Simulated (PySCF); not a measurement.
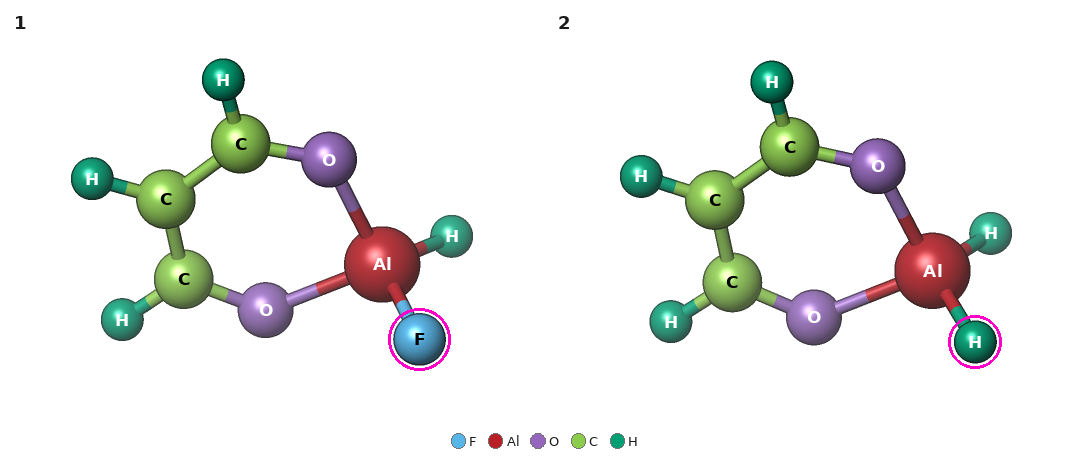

2 molecules with one skeleton, seen from the same side and at one scale; the atom that differs is circled. Each species is neutral and a spin singlet. Computed geometries: PBE0-D3(BJ)/def2-SVP optimisations, one conformation each. Properties computed with PySCF 2.14.0.

One atom differs, called X below: F in panel 1, H in panel 2. Their formulas are C3H4AlFO2 (`[F][Al@@H-]1[O]C=CC=[O+]1`), C3H5AlO2 (`C1=C[O][AlH2-][O+]=C1`).

In which is the angle X–Al–H larger (PBE0-D3(BJ)/def2-SVP)?

In panel 2 (X = H).

In which is the dipole moment larger (PBE0/aug-cc-pVDZ)?

In panel 1 (X = F).

Give the values. With PBE0-D3(BJ)/def2-SVP: length of X–Al (Å), angle X–Al–H (°). With PBE0/aug-cc-pVDZ: dipole moment (D), HOMO energy (Kohn–Sham orbital) (eV), HOMO–LUMO gap (eV), Hirshfeld charge of X (e), GIAO shielding of the Al bonded to X (ppm).

| quantity | 1 (F) | 2 (H) | 2 − 1 |
| --- | --- | --- | --- |
| length of X–Al (Å) | 1.672 | 1.587 | −0.085 |
| angle X–Al–H (°) | 119.7 | 123.5 | +3.8 |
| dipole moment (D) | 5.16 | 4.15 | −1.01 |
| HOMO energy (Kohn–Sham orbital) (eV) | −8.01 | −7.31 | +0.70 |
| HOMO–LUMO gap (eV) | 5.34 | 4.85 | −0.49 |
| Hirshfeld charge of X (e) | −0.33 | −0.18 | +0.15 |
| GIAO shielding of the Al bonded to X (ppm) | 536.4 | 490.6 | −45.8 |
